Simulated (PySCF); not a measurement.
SMILES COC(C)=O (C₃H₆O₂), singlet at its GFN2-xTB optimised geometry (Å):

```
11

C      1.1730    -1.3837     0.0269
O      0.5441    -0.1099     0.0000
C     -0.7960    -0.1099     0.0000
C     -1.3357     1.2954     0.0000
O     -1.4581    -1.1124     0.0104
H      0.9181    -1.9129     0.9473
H      0.8476    -1.9848    -0.8244
H      2.2425    -1.1967    -0.0222
H     -0.5891     1.9848    -0.3806
H     -1.5860     1.5702     1.0230
H     -2.2425     1.3374    -0.5964
```

Calculation: CAM-B3LYP/def2-TZVP (PySCF 2.14.0).

Map of the Laplacian of the electron density (e/bohr⁵), clipped to [-1.50, 1.50] on the plane z = 0.8 Å:

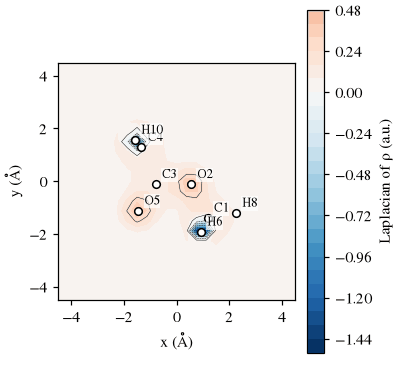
Laplacian of the electron density (e/bohr⁵), clipped to [-1.50, 1.50] on the plane z = 0.8 Å.
